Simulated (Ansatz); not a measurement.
# TaHClOF$_{3}$: molecular dynamics (part 1 of 2)

System: TaHClOF$_{3}$, SMILES [OH][Ta]([F])([F])([F])[Cl].
Method: RKS r2SCAN-rvv10/def2-SVP (Ansatz 0.2.0).

The geometry comes from this level: PBE0-D4/def2-TZVP.

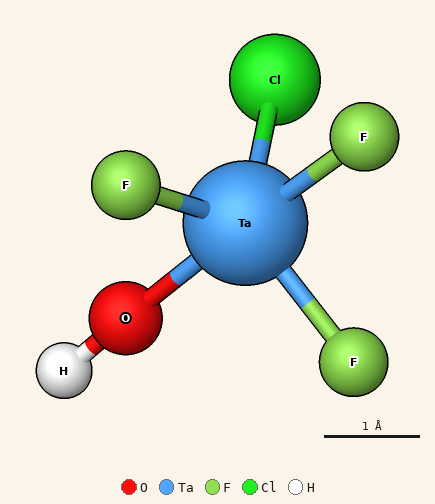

*The starting structure (ball-and-stick view, seen at a tilt). Sticks mark near contacts.*

Results in brief

| quantity | value |
| --- | --- |
| outcome | finished |
| mean temperature over the second half | 123 K |
| trajectory | 30 steps, 15 fs |
| ensemble | nve |
| temperature in the input | 300 K |
| time step | 0.5 fs |
| potential energy (last step) | −24278.2251 eV |
| SCF solution under orbital rotations (last step) | stable |
| largest force (length of the vector) (last step) | 3.071 eV/Å |
| dipole moment (last step) | 3.68 D |
| hardware | 4 threads of AMD EPYC, 23 GiB of memory available, shared host |
| wall time | 96 s (CPU time 6.1 min) |
| peak memory | 0.23 GiB |

So short a trajectory is not equilibrated.

Input file
```yaml
crystal:
  periodic: [false, false, false]
  atoms:
    - {symbol: O, position_ang: [0.071986, -1.321343, 0.711965]}
    - {symbol: Ta, position_ang: [0.002625, 0.288154, -0.230807]}
    - {symbol: F, position_ang: [1.766149, 0.076908, -0.774493]}
    - {symbol: F, position_ang: [-1.454207, -0.317451, -1.211155]}
    - {symbol: F, position_ang: [-0.039531, 1.829462, -1.311827]}
    - {symbol: Cl, position_ang: [-0.405042, 1.550384, 1.635213]}
    - {symbol: H, position_ang: [0.119421, -2.174215, 1.135303]}
basis:
  gaussian: {orbitals: def2-SVP}
hamiltonian: {xc: {name: r2SCAN}, dispersion: rvv10}
md: {timestep: 0.5 fs, n_steps: 30, ensemble: nve, temperature: 300, initial_velocities: maxwell_boltzmann, seed: 950}
```

Command:
```bash
ansatz run in.yaml --threads 4 --pin off --events-out ev --progress --plain --max-ram 10444MiB
```

What the program printed
```
Functional definition: r2SCAN+rVV10
  name "r2SCAN+rVV10"
  cite "Furness, Kaplan, Ning, Perdew & Sun, J. Phys. Chem. Lett. 11, 8208 (2020) doi:10.1021/acs.jpclett.0c02405"
  cite "Furness, Kaplan, Ning, Perdew & Sun, J. Phys. Chem. Lett. 11, 9248 (2020) doi:10.1021/acs.jpclett.0c03077"
  cite "Vydrov & Van Voorhis, J. Chem. Phys. 133, 244103 (2010) doi:10.1063/1.3521275"
  cite "Sabatini, Gorni & de Gironcoli, Phys. Rev. B 87, 041108(R) (2013) doi:10.1103/PhysRevB.87.041108"
  cite "Ning et al., Phys. Rev. B 106, 075422 (2022) doi:10.1103/PhysRevB.106.075422"
  parent "r2scan"
  parameter k0 = 0.174
  parameter k1 = 0.065
  parameter a1 = 4.9479
  exchange = r2scan_x(k0 = k0, k1 = k1, a1 = a1)
  correlation = r2scan_c + rvv10(11.95, 0.0093)
1144 factors; their error is unknown
mean field evaluation 1: about -24268.0166 eV, gradient 7.8e1 eV
mean field evaluation 2: about -24142.1008 eV, gradient 2.5e2 eV
mean field evaluation 4: about -24277.3850 eV, gradient 2.4e1 eV
mean field evaluation 8: about -24278.4341 eV, gradient 2.8e-1 eV
mean field evaluation 16: about -24278.3742 eV, gradient 3.6e-4 eV
mean field -24278.37421521 eV, -892.2137959358 hartree, gradient 1.0e-5 eV, S^2 0.000000; 0 other end points of the search recorded, 0 dependent functions left out
the calculation of the forces begins
reference -24278.37423775 eV, -892.2137967642 hartree; 33, 33 occupied and 78, 78 virtual orbitals, 1144 factors
md step     0: t =     0.00 fs  T =   300.0 K  F+E_penalty+E_count = -24278.37421521 eV  E_kin = 0.193890 eV  conserved = -24278.18032521 eV  (30 SCF iters)
these checks for a lower state are left out or cut short: starts, cluster_reference, orbital_swaps, neighbouring_geometries, increment
1144 factors; their error is unknown
mean field -24278.37520211 eV, -892.2138322038 hartree, gradient 2.2e-5 eV, S^2 0.000000; 0 other end points of the search recorded, 0 dependent functions left out
the calculation of the forces begins
reference -24278.37522463 eV, -892.2138330312 hartree; 33, 33 occupied and 78, 78 virtual orbitals, 1144 factors
md step     1: t =     0.50 fs  T =   301.6 K  F+E_penalty+E_count = -24278.37520211 eV  E_kin = 0.194925 eV  conserved = -24278.18027663 eV  (32 SCF iters)
[... from here on the SCF iterations and repeated set-up lines of each step are left out, up to the last step ...]
md step     2: t =     1.00 fs  T =   290.5 K  F+E_penalty+E_count = -24278.36774290 eV  E_kin = 0.187744 eV  conserved = -24278.17999937 eV  (31 SCF iters)
md step     3: t =     1.50 fs  T =   272.7 K  F+E_penalty+E_count = -24278.35593202 eV  E_kin = 0.176274 eV  conserved = -24278.17965847 eV  (32 SCF iters)
md step     4: t =     2.00 fs  T =   256.2 K  F+E_penalty+E_count = -24278.34500086 eV  E_kin = 0.165602 eV  conserved = -24278.17939900 eV  (31 SCF iters)
md step     5: t =     2.50 fs  T =   247.1 K  F+E_penalty+E_count = -24278.33900206 eV  E_kin = 0.159695 eV  conserved = -24278.17930733 eV  (32 SCF iters)
md step     6: t =     3.00 fs  T =   247.5 K  F+E_penalty+E_count = -24278.33937600 eV  E_kin = 0.159967 eV  conserved = -24278.17940919 eV  (32 SCF iters)
md step     7: t =     3.50 fs  T =   255.1 K  F+E_penalty+E_count = -24278.34451357 eV  E_kin = 0.164841 eV  conserved = -24278.17967278 eV  (32 SCF iters)
md step     8: t =     4.00 fs  T =   263.5 K  F+E_penalty+E_count = -24278.35029358 eV  E_kin = 0.170288 eV  conserved = -24278.18000603 eV  (32 SCF iters)
md step     9: t =     4.50 fs  T =   265.1 K  F+E_penalty+E_count = -24278.35160580 eV  E_kin = 0.171345 eV  conserved = -24278.18026056 eV  (31 SCF iters)
md step    10: t =     5.00 fs  T =   254.4 K  F+E_penalty+E_count = -24278.34470774 eV  E_kin = 0.164432 eV  conserved = -24278.18027602 eV  (32 SCF iters)
md step    11: t =     5.50 fs  T =   231.6 K  F+E_penalty+E_count = -24278.32964342 eV  E_kin = 0.149660 eV  conserved = -24278.17998311 eV  (31 SCF iters)
md step    12: t =     6.00 fs  T =   203.6 K  F+E_penalty+E_count = -24278.31113217 eV  E_kin = 0.131618 eV  conserved = -24278.17951416 eV  (32 SCF iters)
md step    13: t =     6.50 fs  T =   181.4 K  F+E_penalty+E_count = -24278.29640705 eV  E_kin = 0.117230 eV  conserved = -24278.17917716 eV  (32 SCF iters)
md step    14: t =     7.00 fs  T =   172.3 K  F+E_penalty+E_count = -24278.29057930 eV  E_kin = 0.111356 eV  conserved = -24278.17922326 eV  (31 SCF iters)
md step    15: t =     7.50 fs  T =   175.4 K  F+E_penalty+E_count = -24278.29295772 eV  E_kin = 0.113347 eV  conserved = -24278.17961041 eV  (32 SCF iters)
md step    16: t =     8.00 fs  T =   182.0 K  F+E_penalty+E_count = -24278.29765703 eV  E_kin = 0.117611 eV  conserved = -24278.18004557 eV  (32 SCF iters)
md step    17: t =     8.50 fs  T =   182.0 K  F+E_penalty+E_count = -24278.29790971 eV  E_kin = 0.117658 eV  conserved = -24278.18025159 eV  (32 SCF iters)
md step    18: t =     9.00 fs  T =   170.4 K  F+E_penalty+E_count = -24278.29028943 eV  E_kin = 0.110136 eV  conserved = -24278.18015347 eV  (32 SCF iters)
md step    19: t =     9.50 fs  T =   148.8 K  F+E_penalty+E_count = -24278.27602669 eV  E_kin = 0.096171 eV  conserved = -24278.17985546 eV  (33 SCF iters)
md step    20: t =    10.00 fs  T =   123.8 K  F+E_penalty+E_count = -24278.25956219 eV  E_kin = 0.080041 eV  conserved = -24278.17952144 eV  (33 SCF iters)
md step    21: t =    10.50 fs  T =   103.3 K  F+E_penalty+E_count = -24278.24604098 eV  E_kin = 0.066755 eV  conserved = -24278.17928628 eV  (34 SCF iters)
md step    22: t =    11.00 fs  T =    92.7 K  F+E_penalty+E_count = -24278.23914861 eV  E_kin = 0.059924 eV  conserved = -24278.17922471 eV  (33 SCF iters)
md step    23: t =    11.50 fs  T =    93.6 K  F+E_penalty+E_count = -24278.23985600 eV  E_kin = 0.060502 eV  conserved = -24278.17935386 eV  (33 SCF iters)
md step    24: t =    12.00 fs  T =   102.9 K  F+E_penalty+E_count = -24278.24613148 eV  E_kin = 0.066498 eV  conserved = -24278.17963397 eV  (33 SCF iters)
md step    25: t =    12.50 fs  T =   113.9 K  F+E_penalty+E_count = -24278.25360895 eV  E_kin = 0.073642 eV  conserved = -24278.17996656 eV  (33 SCF iters)
md step    26: t =    13.00 fs  T =   119.2 K  F+E_penalty+E_count = -24278.25721682 eV  E_kin = 0.077017 eV  conserved = -24278.18020010 eV  (33 SCF iters)
md step    27: t =    13.50 fs  T =   113.6 K  F+E_penalty+E_count = -24278.25357134 eV  E_kin = 0.073390 eV  conserved = -24278.18018108 eV  (33 SCF iters)
md step    28: t =    14.00 fs  T =    98.1 K  F+E_penalty+E_count = -24278.24326534 eV  E_kin = 0.063403 eV  conserved = -24278.17986210 eV  (33 SCF iters)
md step    29: t =    14.50 fs  T =    80.5 K  F+E_penalty+E_count = -24278.23141348 eV  E_kin = 0.052011 eV  conserved = -24278.17940198 eV  (33 SCF iters)
these checks for a lower state are left out or cut short: starts, cluster_reference, orbital_swaps, neighbouring_geometries, increment
1144 factors; their error is unknown
mean field -24278.22510584 eV, -892.2083162677 hartree, gradient 2.1e-5 eV, S^2 0.000000; 0 other end points of the search recorded, 0 dependent functions left out
the calculation of the forces begins
reference -24278.22512844 eV, -892.2083170981 hartree; 33, 33 occupied and 78, 78 virtual orbitals, 1144 factors
1144 factors; their error is unknown
mean field evaluation 256: about -24275.1726 eV, gradient 3.9e1 eV
mean field -24278.22510584 eV, -892.2083162677 hartree, gradient 2.1e-5 eV, S^2 0.000000; 1 other end points of the search recorded, 0 dependent functions left out
the calculation of the forces begins
reference -24278.22512844 eV, -892.2083170981 hartree; 33, 33 occupied and 78, 78 virtual orbitals, 1144 factors
md step    30: t =    15.00 fs  T =    71.2 K  F+E_penalty+E_count = -24278.22510584 eV  E_kin = 0.045992 eV  conserved = -24278.17911345 eV  (32 SCF iters)
```

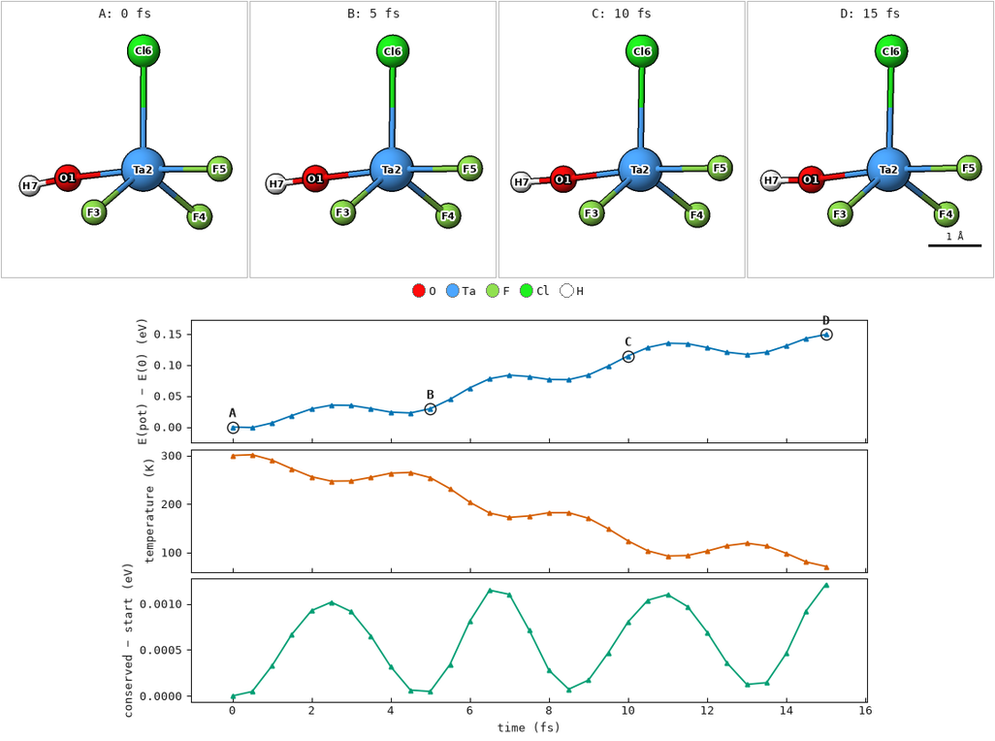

*Frames of the molecular dynamics (ball-and-stick, seen at a tilt) above the curves, on which the letters mark them.*

The trajectory kept here has 31 frames over 15 fs. The temperature starts at 300 K, ranges from 71 to 302 K and averages 123 K over the second half. The potential energy ends 0.149 eV above its first value. The conserved quantity stays within 0.0012 eV. After an unweighted best fit of the last frame on the first, the root-mean-square displacement is 0.07 Å.

```
Total energy: -24278.22512844 eV, -892.2083170981 hartree
Atom 0 at     0.089656    -1.381122     0.721204 Å, force    -0.289881     2.659687    -1.507948 eV/Å
Atom 1 at     0.011052     0.282686    -0.227163 Å, force    -0.464115     0.689326    -0.347795 eV/Å
Atom 2 at     1.754226     0.048365    -0.794897 Å, force     0.611661     0.030379    -0.230945 eV/Å
Atom 3 at    -1.471986    -0.282082    -1.180022 Å, force    -0.297742    -0.183740    -0.237442 eV/Å
Atom 4 at    -0.045920     1.909839    -1.345491 Å, force     0.171565    -1.659356     1.111421 eV/Å
Atom 5 at    -0.439217     1.557447     1.621479 Å, force     0.044897     0.035826     0.191586 eV/Å
Atom 6 at     0.208375    -2.135875     1.249789 Å, force     0.223616    -1.572121     1.021123 eV/Å
Dipole moment:     0.077485    -0.617673     0.448171 e Å
```

Trajectory as extended XYZ (Å, eV, eV/Å), 28 of the 31 frames kept, from step=0 to step=30
```
7
Properties=species:S:1:pos:R:3:forces:R:3 step=0 time_fs=0.0 energy=-24278.37421 temperature=300.0
O     0.0720   -1.3213    0.7120    0.0089  -0.1720   0.0897
Ta    0.0026    0.2882   -0.2308   -0.0430   0.2362   0.1028
F     1.7661    0.0769   -0.7745    0.4229  -0.0448  -0.1348
F    -1.4542   -0.3175   -1.2112   -0.3496  -0.1396  -0.2394
F    -0.0395    1.8295   -1.3118   -0.0017   0.2968  -0.2540
Cl   -0.4050    1.5504    1.6352   -0.0565   0.1760   0.2578
H     0.1194   -2.1742    1.1353    0.0191  -0.3526   0.1779
7
Properties=species:S:1:pos:R:3:forces:R:3 step=1 time_fs=0.5 energy=-24278.37520 temperature=301.6
O     0.0725   -1.3230    0.7120    0.0426  -0.7284   0.3783
Ta    0.0030    0.2878   -0.2307   -0.0768   0.3085   0.0874
F     1.7643    0.0760   -0.7747    0.4832  -0.0467  -0.1569
F    -1.4539   -0.3159   -1.2094   -0.3829  -0.1542  -0.2653
F    -0.0399    1.8334   -1.3138    0.0058   0.1820  -0.1718
Cl   -0.4062    1.5505    1.6345   -0.0546   0.1766   0.2628
H     0.1235   -2.1843    1.1462   -0.0173   0.2622  -0.1346
7
Properties=species:S:1:pos:R:3:forces:R:3 step=2 time_fs=1.0 energy=-24278.36774 temperature=290.5
O     0.0731   -1.3248    0.7120    0.0747  -1.1934   0.6283
Ta    0.0033    0.2875   -0.2306   -0.1103   0.3763   0.0739
F     1.7625    0.0752   -0.7749    0.5414  -0.0486  -0.1783
F    -1.4535   -0.3143   -1.2077   -0.4144  -0.1680  -0.2899
F    -0.0402    1.8374   -1.3157    0.0134   0.0685  -0.0907
Cl   -0.4073    1.5506    1.6338   -0.0525   0.1768   0.2671
H     0.1276   -2.1939    1.1567   -0.0524   0.7883  -0.4105
7
Properties=species:S:1:pos:R:3:forces:R:3 step=3 time_fs=1.5 energy=-24278.35593 temperature=272.7
O     0.0736   -1.3267    0.7122    0.1010  -1.5189   0.8124
Ta    0.0036    0.2872   -0.2304   -0.1432   0.4388   0.0627
F     1.7608    0.0743   -0.7751    0.5969  -0.0503  -0.1988
F    -1.4533   -0.3127   -1.2061   -0.4437  -0.1810  -0.3127
F    -0.0406    1.8414   -1.3177    0.0209  -0.0435  -0.0108
Cl   -0.4084    1.5507    1.6331   -0.0501   0.1762   0.2704
H     0.1315   -2.2015    1.1663   -0.0819   1.1787  -0.6232
7
Properties=species:S:1:pos:R:3:forces:R:3 step=4 time_fs=2.0 energy=-24278.34500 temperature=256.2
O     0.0742   -1.3289    0.7125    0.1187  -1.6839   0.9162
Ta    0.0040    0.2870   -0.2303   -0.1754   0.4954   0.0537
F     1.7591    0.0734   -0.7753    0.6492  -0.0521  -0.2180
F    -1.4531   -0.3112   -1.2045   -0.4702  -0.1932  -0.3333
F    -0.0409    1.8453   -1.3197    0.0284  -0.1540   0.0677
Cl   -0.4095    1.5508    1.6325   -0.0475   0.1747   0.2725
H     0.1352   -2.2063    1.1744   -0.1031   1.4130  -0.7588
7
Properties=species:S:1:pos:R:3:forces:R:3 step=6 time_fs=3.0 energy=-24278.33938 temperature=247.5
O     0.0754   -1.3341    0.7134    0.1211  -1.5131   0.8597
Ta    0.0047    0.2864   -0.2301   -0.2373   0.5896   0.0421
F     1.7560    0.0717   -0.7759    0.7420  -0.0554  -0.2521
F    -1.4529   -0.3082   -1.2014   -0.5143  -0.2150  -0.3674
F    -0.0416    1.8532   -1.3236    0.0432  -0.3692   0.2201
Cl   -0.4118    1.5511    1.6312   -0.0414   0.1685   0.2731
H     0.1420   -2.2056    1.1850   -0.1132   1.3946  -0.7755
```
